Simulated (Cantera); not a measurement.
A closed system holds: 1 mol C₂F₆, a varied amount of H₂, 1.5 mol HCl, held at 1202 °C and 1.00 bar.

These are equilibrium values from Cantera (NASA tables, ideal gas, pure condensed phases), not measurements of a reactor. Candidate condensed phases: C, C₆H₆, C₇H₈, C₈H₁₈; 118 gas species. The feed counts by its element totals alone. Gases not in the tables: C₂F₆ and larger saturated fluorocarbons. Rates play no part.

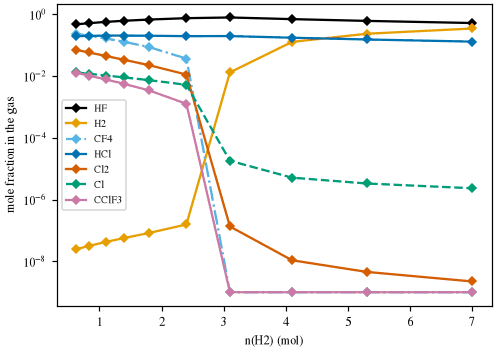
Equilibrium gas composition (values under 1e-9 drawn at 1e-9)

Q: Read off the mole fractions at 1.1 mol H₂.

A: HF about 0.57, HCl about 0.20, CF₄ about 0.16, Cl₂ about 0.045, Cl about 0.010, CClF₃ about 0.0078, H₂ about 4.2e-8.
